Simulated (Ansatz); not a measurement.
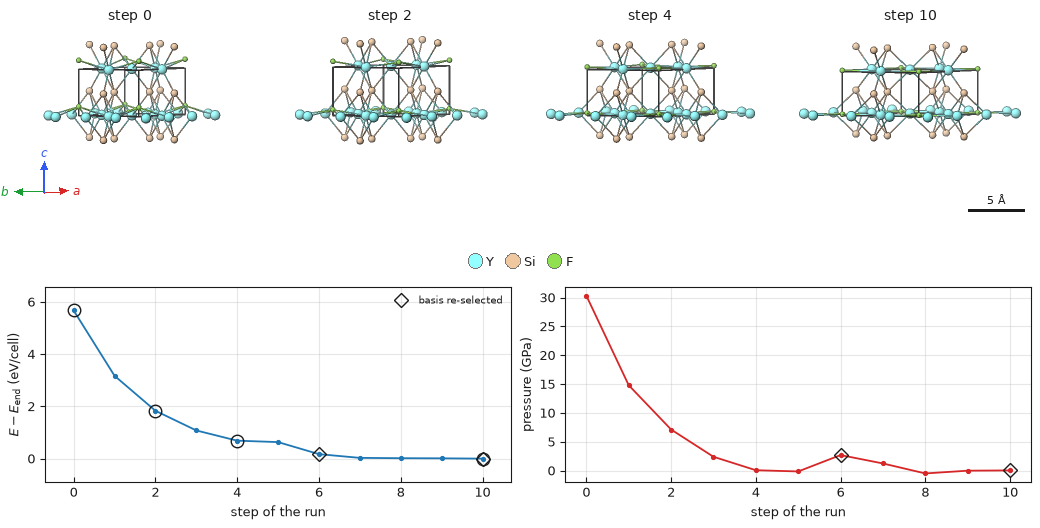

Frames of a relaxation of solid Y₃Si₂F (a generated structure, set up in P6mm) (coarse preliminary run), marked on the history of the run. Style: ball-and-stick. Shown: the cell of the calculation, from a free direction.

Theory: DFT PBE, scalar-relativistic, plane waves, PAW (Ansatz). Settings: plane-wave cutoff 420 eV; k-point mesh 6 × 6 × 4; occupations gaussian; smearing width 0.1 eV; no spin polarisation; cell and atoms relaxed; force threshold 0.04 eV/Å; at most 70 steps.

**What happens along the run?**

The energy falls by 5.670 eV per cell of the calculation in 8 accepted moves (10 points after the start). Largest force component: 1.9 eV/Å at the start, 0.00046 eV/Å at the end. The pressure goes from 30.33 to 0.03 GPa. The SCF was repeated twice at an unchanged geometry on a basis and grid sized afresh for the cell, which shifted the energy by 0.461 eV per cell of the calculation at most. The largest move relative to the cell is that of the F atom, 0.65 Å along −c. Largest moves by element: F 0.65 Å, Y 0.13 Å, Si 0.13 Å. The drawn cell changes as follows: a = b 5.642 → 7.179 Å (+27.2 %), c 4.167 → 3.928 Å (−5.7 %); the volume changes by +52.6 %. Some distances before and after: Y–Y 2.821 → 3.590 Å, F–Y 2.939 → 3.590 Å, Si–Y 2.641 → 2.855 Å. Bond angles that change, for instance: Y–Si–Y 104.0° → 86.9°, Si–Y–Si 104.0° → 86.9°, Si–Y–Si 76.2° → 93.1°. The space group (tolerance 0.01 Å) goes from P6mm (No. 183) to P6/mmm (No. 191). Cost: 95 s on 1 thread of Arm Neoverse V2 (shared host), peak memory 0.41 GiB. From step 0 to 2: the F atom moves most (0.32 Å), volume +25.5 %, energy −3.839 eV per cell of the calculation. From step 2 to 4: the F atom moves most (0.26 Å), volume +12.7 %, energy −1.145 eV per cell of the calculation. From step 4 to 10: the F atom moves most (0.10 Å), volume +7.9 %, energy −0.687 eV per cell of the calculation.

```
step  E − E(0), meV/atom  largest force component, eV/Å  pressure, GPa  volume, Å³/atom                      note
   0                0.00                         1.8687          30.33           19.150                          
   1             -416.72                         1.4697          14.80           21.859                          
   2             -639.79                         0.9221           7.12           24.032                          
   3             -765.43                         0.4879           2.40           25.870                          
   4             -830.55                         0.1957           0.07           27.075                          
   5             -839.66                         0.0370          -0.15           27.309                          
   6             -916.55                         0.0362           2.69           27.309  same geometry, new basis
   7             -940.27                         0.0335           1.24           28.414                          
   8             -942.38                         0.0042          -0.49           29.525                          
   9             -943.15                         0.0005          -0.01           29.225                          
  10             -945.06                         0.0005           0.03           29.225  same geometry, new basis
```

Limits of the set-up: the k-point mesh is coarse for a cell with partly filled bands.
